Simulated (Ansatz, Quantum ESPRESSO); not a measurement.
# Work function of Os(0001), 4 layers, one monolayer of Na on top sites, part 2 of 6

Aim: the work function of each face of Os(0001), 4 layers, one monolayer of Na on top sites, and how it moves with functional, pseudopotentials and boundary condition.

Quantum ESPRESSO 7.5; plane-wave DFT, PBE, GBRV ultrasoft pseudopotentials; geometry and cross-check by Ansatz 0.2.0 with PAW datasets.

So far. Step 2 (Relaxation with Ansatz): The relaxation lowers the energy by 6 meV an atom. Held were the atoms numbered 1 and 2; the forces quoted are those on the free ones.

## (3) Ground state

A dipole correction (tefield, dipfield, eamp = 0) lets each face keep its own vacuum level; its ramp sits in the vacuum at emaxpos, and symmetry is switched off.

Level of this step: plane-wave DFT, PBE, GBRV ultrasoft pseudopotentials (Quantum ESPRESSO 7.5).

Contents of scf.in:

```
&control
  prefix = 'scf'
  outdir = './out'
  pseudo_dir = './pseudo'
  calculation = 'scf'
  tprnfor = .true.
  tefield = .true.
  dipfield = .true.
/
&system
  ibrav = 0
  nat = 5
  ntyp = 2
  ecutwfc = 40
  ecutrho = 200
  occupations = 'smearing'
  smearing = 'mv'
  degauss = 0.02
  edir = 3
  emaxpos = 0.97
  eopreg = 0.04
  eamp = 0.0
/
&electrons
  conv_thr = 1e-07
  mixing_beta = 0.4
  electron_maxstep = 120
  mixing_mode = 'local-TF'
/
ATOMIC_SPECIES
  Os  190.2300  os_pbe_v1.2.uspp.F.UPF
  Na  22.9898  na_pbe_v1.5.uspp.F.UPF
CELL_PARAMETERS angstrom
  2.74000000001769 0.00000000000000 0.00000000000000
  1.37000000000884 2.37290960638468 0.00000000000000
  0.00000000000000 0.00000000000000 25.48969000000000
ATOMIC_POSITIONS crystal
  Os  0.666666666667 0.666666666667 0.325621849500
  Os  0.000000000000 0.000000000000 0.410488711300
  Os  0.666666666667 0.666666666667 0.495550175669
  Os  -0.000000000000 0.000000000000 0.578861269264
  Na  -0.000000000000 0.000000000000 0.694045759689
K_POINTS automatic
  12 12 1 0 0 0
```

Launch:

```console
$ OMP_NUM_THREADS=1 mpirun -n 4 pw.x -nk 4 -in scf.in > scf.out
```

Output:

```text
Program PWSCF v.7.5 starts
[citation notice left out]

     Parallel version (MPI & OpenMP), running on       4 processor cores
     Number of MPI processes:                 4
     Threads/MPI process:                     1

     MPI processes distributed on     1 nodes
[...]
Current dimensions of program PWSCF are:
     Max number of different atomic species (ntypx) = 10
     Max number of k-points (npk) =  40000
     Max angular momentum in pseudopotentials (lmaxx) =  4
     Presently no symmetry can be used with electric field

     K-points division:     npool     =       4
     Subspace diagonalization in iterative solution of the eigenvalue problem:
     a serial algorithm will be used

     G-vector sticks info
     --------------------
     sticks:   dense  smooth     PW     G-vecs:    dense   smooth      PW
     Sum         367     301    109                53443    38353    7735

     Using Slab Decomposition

     bravais-lattice index     =            0
     lattice parameter (alat)  =       5.1778  a.u.
     unit-cell volume          =    1118.3891 (a.u.)^3
     number of atoms/cell      =            5
     number of atomic types    =            2
     number of electrons       =        73.00
     number of Kohn-Sham states=           44
     kinetic-energy cutoff     =      40.0000  Ry
     charge density cutoff     =     200.0000  Ry
     scf convergence threshold =      1.0E-07
     mixing beta               =       0.4000
     number of iterations used =            8  local-TF  mixing
     Exchange-correlation=  SLA  PW   PBX  PBC
                           (   1   4   3   4   0   0   0)

     celldm(1)=   5.177850  celldm(2)=   0.000000  celldm(3)=   0.000000
     celldm(4)=   0.000000  celldm(5)=   0.000000  celldm(6)=   0.000000

     crystal axes: (cart. coord. in units of alat)
               a(1) = (   1.000000   0.000000   0.000000 )
               a(2) = (   0.500000   0.866025   0.000000 )
               a(3) = (   0.000000   0.000000   9.302807 )

     reciprocal axes: (cart. coord. in units 2 pi/alat)
               b(1) = (  1.000000 -0.577350  0.000000 )
               b(2) = (  0.000000  1.154701  0.000000 )
               b(3) = (  0.000000  0.000000  0.107494 )

     PseudoPot. # 1 for Os read from file:
     ./pseudo/os_pbe_v1.2.uspp.F.UPF
     Pseudo is Ultrasoft + core correction, Zval = 16.0
     Generated by new atomic code, or converted to UPF format
     Using radial grid of  983 points,  8 beta functions with:
                l(1) =   0
                l(2) =   0
                l(3) =   1
                l(4) =   1
                l(5) =   2
                l(6) =   2
                l(7) =   3
                l(8) =   3
     Q(r) pseudized with  8 coefficients,  rinner =    1.150   1.150   1.150
                                                       1.150   1.150   1.150
                                                       1.150

     PseudoPot. # 2 for Na read from file:
     ./pseudo/na_pbe_v1.5.uspp.F.UPF
     Pseudo is Ultrasoft, Zval =  9.0
     Generated by new atomic code, or converted to UPF format
     Using radial grid of  819 points,  5 beta functions with:
                l(1) =   0
                l(2) =   0
                l(3) =   1
                l(4) =   1
                l(5) =   2
     Q(r) pseudized with  8 coefficients,  rinner =    1.250   1.250   1.250
                                                       1.250   1.250

     atomic species   valence    mass     pseudopotential
     Os               16.00   190.23000     Os( 1.00)
     Na                9.00    22.98980     Na( 1.00)

     No symmetry found

   Cartesian axes

     site n.     atom                  positions (alat units)
         1        Os     tau(   1) = (   1.0000000   0.5773503   3.0291971  )
         2        Os     tau(   2) = (   0.0000000   0.0000000   3.8186971  )
         3        Os     tau(   3) = (   1.0000000   0.5773503   4.6100074  )
         4        Os     tau(   4) = (   0.0000000   0.0000000   5.3850344  )
         5        Na     tau(   5) = (   0.0000000   0.0000000   6.4565735  )

     number of k points=    74  Marzari-Vanderbilt smearing, width (Ry)=  0.0200
                       cart. coord. in units 2pi/alat
        k(    1) = (   0.0000000   0.0000000   0.0000000), wk =   0.0138889
        k(    2) = (   0.0000000   0.0962250   0.0000000), wk =   0.0277778
        k(    3) = (   0.0000000   0.1924501   0.0000000), wk =   0.0277778
        k(    4) = (   0.0000000   0.2886751   0.0000000), wk =   0.0277778
        k(    5) = (   0.0000000   0.3849002   0.0000000), wk =   0.0277778
        k(    6) = (   0.0000000   0.4811252   0.0000000), wk =   0.0277778
        k(    7) = (   0.0000000  -0.5773503   0.0000000), wk =   0.0138889
        k(    8) = (   0.0833333  -0.0481125   0.0000000), wk =   0.0277778
        k(    9) = (   0.0833333   0.0481125   0.0000000), wk =   0.0277778
        k(   10) = (   0.0833333   0.1443376   0.0000000), wk =   0.0277778
[...]
k(   74) = (  -0.5000000  -0.2886751   0.0000000), wk =   0.0138889

     Dense  grid:    53443 G-vectors     FFT dimensions: (  24,  24, 225)

     Smooth grid:    38353 G-vectors     FFT dimensions: (  24,  24, 200)

     Estimated max dynamical RAM per process >     228.16 MB

     Estimated total dynamical RAM >     873.51 MB

     Initial potential from superposition of free atoms

     starting charge      70.9936, renormalised to      73.0000

     negative rho (up, down):  4.949E-01 0.000E+00

     Adding external electric field

     Computed dipole along edir(3) :
        Dipole               -2.8826 Ry au,         -7.3269 Debye
        Dipole field         -0.0324 Ry au,

        Potential amp.        2.9955 Ry
        Total length         46.2418 bohr

     Starting wfcs are   57 randomized atomic wfcs

     total cpu time spent up to now is        3.7 secs

     per-process dynamical memory:   115.2 Mb

     Self-consistent Calculation

     iteration #  1     ecut=    40.00 Ry     beta= 0.40
     Davidson diagonalization with overlap
     ethr =  1.00E-02,  avg # of iterations = 11.3

     negative rho (up, down):  6.831E-01 0.000E+00

     Adding external electric field

     Computed dipole along edir(3) :
        Dipole                6.1647 Ry au,         15.6692 Debye
        Dipole field          0.0693 Ry au,

        Potential amp.       -6.4061 Ry
        Total length         46.2418 bohr

     total cpu time spent up to now is       16.5 secs

[...]
iteration # 37     ecut=    40.00 Ry     beta= 0.40
[...]
negative rho (up, down):  4.904E-01 0.000E+00

[...]
Dipole                0.1111 Ry au,          0.2825 Debye
[...]
total energy              =    -889.46063121 Ry
     estimated scf accuracy    <       0.00012204 Ry

     iteration # 38     ecut=    40.00 Ry     beta= 0.40
[...]
negative rho (up, down):  4.904E-01 0.000E+00

[...]
Dipole                0.1100 Ry au,          0.2796 Debye
[...]
total energy              =    -889.46063906 Ry
     estimated scf accuracy    <       0.00000936 Ry

     iteration # 39     ecut=    40.00 Ry     beta= 0.40
[...]
negative rho (up, down):  4.904E-01 0.000E+00

[...]
Dipole                0.1091 Ry au,          0.2772 Debye
[...]
total energy              =    -889.46063956 Ry
     estimated scf accuracy    <       0.00000896 Ry

     iteration # 40     ecut=    40.00 Ry     beta= 0.40
[...]
negative rho (up, down):  4.904E-01 0.000E+00

[...]
Dipole                0.1096 Ry au,          0.2786 Debye
[...]
total energy              =    -889.46064079 Ry
     estimated scf accuracy    <       0.00004549 Ry

     iteration # 41     ecut=    40.00 Ry     beta= 0.40
[...]
negative rho (up, down):  4.904E-01 0.000E+00

[...]
Dipole                0.1096 Ry au,          0.2785 Debye
[...]
total energy              =    -889.46064130 Ry
     estimated scf accuracy    <       0.00000040 Ry

     iteration # 42     ecut=    40.00 Ry     beta= 0.40
[...]
negative rho (up, down):  4.904E-01 0.000E+00

[...]
Dipole                0.1100 Ry au,          0.2796 Debye
[...]
total energy              =    -889.46064136 Ry
     estimated scf accuracy    <       0.00000038 Ry

     iteration # 43     ecut=    40.00 Ry     beta= 0.40
[...]
negative rho (up, down):  4.904E-01 0.000E+00

[...]
Dipole                0.1100 Ry au,          0.2797 Debye
[...]
total energy              =    -889.46064137 Ry
     estimated scf accuracy    <       0.00000020 Ry

     iteration # 44     ecut=    40.00 Ry     beta= 0.40
[...]
negative rho (up, down):  4.904E-01 0.000E+00

[...]
Dipole                0.1103 Ry au,          0.2803 Debye
[...]
End of self-consistent calculation

          k = 0.0000 0.0000 0.0000 (  4765 PWs)   bands (ev):

   -79.7547 -79.6994 -79.2913 -79.2712 -46.4514 -39.5258 -39.0900 -38.7698
   -38.7698 -38.6844 -38.6844 -38.5852 -38.4553 -38.2646 -38.2646 -38.2262
   -38.2262 -18.3079 -18.1901 -18.1901  -3.3155  -1.7782  -0.5600  -0.4282
     3.1197   3.7807   3.7807   3.9842   3.9842   3.9859   4.0514   4.6935
     4.6935   4.8408   4.8408   4.8679   6.1939   6.2303   6.2303   7.1632
     7.4703   7.4703   8.4907   8.4907

          k = 0.0000 0.0962 0.0000 (  4747 PWs)   bands (ev):

   -79.7500 -79.6964 -79.2878 -79.2676 -46.4470 -39.5086 -39.0947 -38.8077
   -38.7845 -38.7546 -38.6944 -38.5623 -38.4644 -38.3095 -38.2757 -38.2723
   -38.2375 -18.3023 -18.2218 -18.1966  -3.0423  -1.5149  -0.2952  -0.1533
     3.0800   3.5366   3.6501   3.7625   3.9926   4.1478   4.1693   4.5461
     4.7193   4.8754   4.9791   5.0375   5.9123   6.1546   6.2145   6.5825
     7.3919   7.5544   8.4827   8.7989

          k = 0.0000 0.1925 0.0000 (  4759 PWs)   bands (ev):

   -79.7371 -79.6882 -79.2780 -79.2578 -46.4352 -39.4620 -39.1323 -38.9144
   -38.8784 -38.8240 -38.7225 -38.5407 -38.5026 -38.4244 -38.3861 -38.3060
   -38.2681 -18.3076 -18.2872 -18.2146  -2.2893  -0.8271   0.3658   0.5590
     2.6133   3.0422   3.1413   3.5943   3.9415   4.2267   4.5558   4.5756
     4.7446   4.8625   5.2575   5.4495   5.6184   6.0557   6.2811   6.6229
     7.2660   7.8297   8.4497   9.0367

          k = 0.0000 0.2887 0.0000 (  4771 PWs)   bands (ev):

   -79.7189 -79.6774 -79.2648 -79.2444 -46.4191 -39.4047 -39.2483 -39.0853
   -38.9399 -38.8765 -38.7617 -38.6144 -38.5832 -38.5194 -38.4702 -38.3471
   -38.3097 -18.4229 -18.2666 -18.2390  -1.2946  -0.1142   0.8438   1.1321
     2.1308   2.6091   2.8051   3.4234   3.8599   4.1783   4.5473   4.7269
     4.7933   5.1995   5.6980   5.9547   6.4824   6.5195   7.0866   7.1046
     7.4255   8.3195   8.4264   9.2065

          k = 0.0000 0.3849 0.0000 (  4809 PWs)   bands (ev):

   -79.6998 -79.6675 -79.2514 -79.2310 -46.4029 -39.4098 -39.3917 -39.1949
   -39.0004 -38.9278 -38.8013 -38.7521 -38.6933 -38.5205 -38.5127 -38.3879
   -38.3510 -18.5361 -18.2633 -18.2459  -0.5436   0.0578   0.6799   1.0086
     1.8627   2.2262   2.5523   4.0127   4.2356   4.2606   4.4666   5.0692
     5.4416   5.6348   6.7246   6.8366   7.4072   7.6044   7.9427   8.1376
     8.2722   8.5780   8.9915   9.3470

          k = 0.0000 0.4811 0.0000 (  4813 PWs)   bands (ev):

   -79.6847 -79.6614 -79.2417 -79.2211 -46.3910 -39.5263 -39.4722 -39.1926
   -39.0776 -38.9647 -38.8415 -38.8305 -38.7398 -38.5401 -38.5231 -38.4176
   -38.3811 -18.6177 -18.2810 -18.2308  -0.3422  -0.1262   0.3336   0.9277
     1.6364   1.8243   2.4952   3.9588   4.0325   4.8576   5.0508   5.4193
     6.2015   7.1983   7.2834   7.7991   8.6570   8.6688   8.8666   9.0720
     9.2322   9.3548   9.6046  10.0411

[...]
the Fermi energy is     7.0714 ev

!    total energy              =    -889.46064133 Ry
     estimated scf accuracy    <       0.00000003 Ry
     smearing contrib. (-TS)   =      -0.00049601 Ry
     internal energy E=F+TS    =    -889.46014532 Ry

     The total energy is F=E-TS. E is the sum of the following terms:
     one-electron contribution =   -8205.92200521 Ry
     hartree contribution      =    4106.64493371 Ry
     xc contribution           =    -164.05417764 Ry
     ewald contribution        =    3373.87096721 Ry
     electric field correction =       0.00013661 Ry

     convergence has been achieved in  44 iterations

     negative rho (up, down):  4.904E-01 0.000E+00

     Forces acting on atoms (cartesian axes, Ry/au):

     atom    1 type  1   force =     0.00000012   -0.00000007    0.01842049
     atom    2 type  1   force =    -0.00000010   -0.00000007   -0.01677819
     atom    3 type  1   force =    -0.00000006    0.00000002   -0.00056168
     atom    4 type  1   force =    -0.00000004    0.00000012   -0.00149061
     atom    5 type  2   force =     0.00000007   -0.00000001    0.00041000

     Total force =     0.024971     Total SCF correction =     0.001440

[...]
=------------------------------------------------------------------------------=
   JOB DONE.
=------------------------------------------------------------------------------=
[key lines of the parts left out:]
Dipole field          0.0012 Ry au,
```

Elapsed: 6.1 min, on 4 MPI ranks of Arm Neoverse V2, shared host; peak memory 0.9 GiB; 24 min of CPU time.

Read from the output:

```
free energy             : -12101.7285 eV
Fermi energy            : 7.071 eV
dipole along the normal : 0.05836 e·Å
```

The program's own clock; routines nest. Time by routine:

```tsv
routine	wall time (s)	calls
PWSCF	364.3	1
electrons	359.4	1
c_bands	290.6	44
cegterg	256.7	836
h_psi	182	3644
fftw	150.1	212048
vloc_psi	138.4	3644
sum_band	48.39	44
calbec	30.9	4556
add_vuspsi	21.61	3644
h_psi:calbec	21.53	3644
s_psi	21.5	3644
mix_rho	11.5	44
ffts	7.25	5096
```

The run needed 44 iterations to bring the estimated error under 1e-07 Ry; the largest force on any atom, held or free, is 0.47 eV/Å.

## (4) Electrostatic potential

plot_num = 11 writes the bare and Hartree potential. It leaves out exchange and correlation, which fade slowly, so it flattens close to the surface.

Contents of pot.in:

```
&inputpp
  prefix = 'scf'
  outdir = './out'
  filplot = 'pot.dat'
  plot_num = 11
/
```

Launch:

```console
$ OMP_NUM_THREADS=1 mpirun -n 4 pp.x -in pot.in > pot.out
```

Output:

```text
[banner, memory and clock lines left out]
Program POST-PROC v.7.5 starts

          URL

     ./out/scf.save/

     IMPORTANT: XC functional enforced from input :
     Exchange-correlation= PBE
                           (   1   4   3   4   0   0   0)
     Any further DFT definition will be discarded
     Please, verify this is what you really want

     negative rho (up, down):  4.904E-01 0.000E+00

     Adding external electric field

     Computed dipole along edir(3) :
        Dipole                0.1103 Ry au,          0.2803 Debye
        Dipole field          0.0012 Ry au,

        Potential amp.       -0.1146 Ry
        Total length         46.2418 bohr

     Calling punch_plot, plot_num =  11

     Adding external electric field

     Computed dipole along edir(3) :
        Dipole                0.1103 Ry au,          0.2803 Debye
        Dipole field          0.0012 Ry au,

        Potential amp.       -0.1146 Ry
        Total length         46.2418 bohr

     Writing data to file  pot.dat
     Message from routine chdens:
     namelist plot not found or invalid, exiting
```

Elapsed: 1 s, on 4 MPI ranks; peak memory 0.15 GiB.

This step gave:

```
work function of the upper face                                       : 3.756 eV
slope of the potential above                                          : 0.002168 eV/Å
upper vacuum line continued to the top atoms, over the Fermi level    : 3.744 eV
work function of the lower face                                       : 5.380 eV
slope of the potential below                                          : -1.77e-4 eV/Å
lower vacuum line continued to the bottom atoms, over the Fermi level : 5.379 eV
```

The potential energy, planar mean oscillates, so the rows of the table below give means over windows of 2.15 Å about each position, cut where the curve ends. Its maxima inside the range that stand out by 2 % of the span (Å: eV): 8.3: -10.7, 9.4: -2.80, 10.4: -11.2, 11.6: -2.96, 12.6: -11.3, 13.7: -3.26, 14.7: -10.7, 16.2: 2.21, 17.7: 43.1. Its minima: 7.9: -13.7, 8.7: -14.0, 10.1: -14.4, 10.9: -14.5, 12.2: -14.5, 13.0: -14.5, 14.4: -14.0, 15.2: -13.8, 16.9: -0.950, 18.5: -1.88.

Electrostatic potential energy of an electron, with the sawtooth; zero at the Fermi level. Potential energy, planar mean against z; means over each step:

```tsv
z (Å)	potential energy, planar mean (eV)
1.07	5.36
3.22	5.38
5.37	5.26
7.52	-4.88
9.67	-9.78
11.82	-9.92
13.97	-9.96
16.12	-1.68
18.27	15.4
20.42	3.43
22.57	3.75
24.72	3.95
```

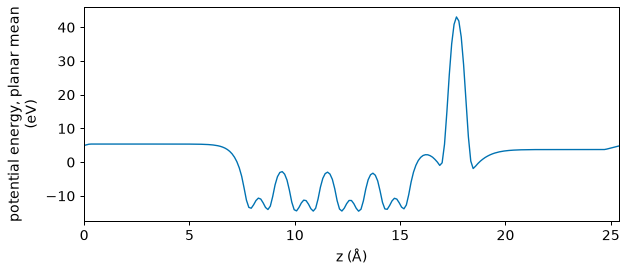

Potential energy, planar mean against z.

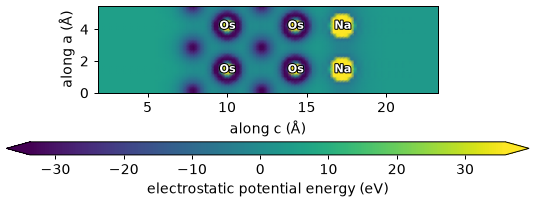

Electrostatic potential energy in the ca plane at fractional y = 0.000, with atoms of Os and Na within 0.2 Å of it. With pseudopotentials it is smooth inside the atoms' cores, unlike the true potential. The map starts off the cell's origin, so that atoms lie inside it. The far vacuum is left out of the map.

A straight line through the vacuum has a slope of 2 meV/Å; the tail of the density may enter that fit.

## (5) Macroscopic average

A running mean over one period damps the atomic wiggles and leaves the mean of this pseudopotential's potential.

Contents of avg.in:

```
1
pot.dat
1.0
471
3
4.0879122446
```

Launch:

```console
$ OMP_NUM_THREADS=1 average.x < avg.in > avg.out
```

Output:

```text
[banner, memory and clock lines left out]
Program AVERAGE v.7.5 starts

          URL

     Reading header from file  pot.dat
     Reading data from file  pot.dat
     Output written to file avg.dat

[...]
```

Run time: 0.51 s. Hardware: 1 MPI rank; peak memory 0.1 GiB.

The potential energy (planar mean) oscillates, so the rows of the table below give means over windows of 2.16 Å about each position, cut where the curve ends. Its maxima inside the range that stand out by 2 % of the span (Å: eV): 8.3: -10.6, 9.4: -2.77, 10.4: -11.2, 11.5: -2.97, 12.6: -11.2, 13.7: -3.26, 14.8: -10.7, 16.2: 2.24, 17.7: 43.1. Its minima: 7.9: -13.7, 8.7: -14.0, 10.1: -14.5, 10.9: -14.5, 12.2: -14.5, 13.0: -14.5, 14.3: -14.1, 15.2: -13.8, 16.9: -1.01, 18.5: -1.76.

Electrostatic potential energy of an electron, with the sawtooth; zero at the Fermi level; window 2.1632 Å. The potential energy by z; means over each step:

```tsv
z (Å)	planar mean (eV)	running mean (eV)
1.08	5.36	5.25
3.24	5.38	5.38
5.40	5.26	5.02
7.56	-5.17	-4.60
9.72	-9.80	-9.78
11.88	-9.93	-9.96
14.04	-9.96	-9.76
16.20	-0.663	2.43
18.36	14.8	11.4
20.52	3.49	3.29
22.68	3.75	3.75
24.84	4.00	4.14
```

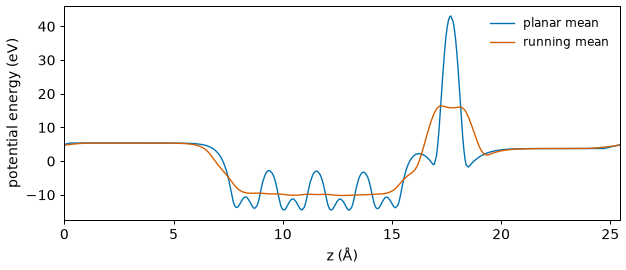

Potential energy, plotted against z.

Where the running mean is not flat inside, average.x's window, rounded to the grid, doesn't match the spacings there.

(Continued in part 3 of 6.)

[Logs are printed without paths, hosts, clocks, repeated set-up lines and the standing remarks that a program may print on its own settings, such as how far it seeks lower states.]

[Hosts, paths, dates, database ids (printed as entryN), source tags and the programs' standing remarks are cut or masked in the printed files.]

[Maps of the electrostatic potential energy from Ansatz leave out the sawtooth potential of an applied field or a dipole correction, so their vacuum need not be flat; planar profiles and work functions include it.]
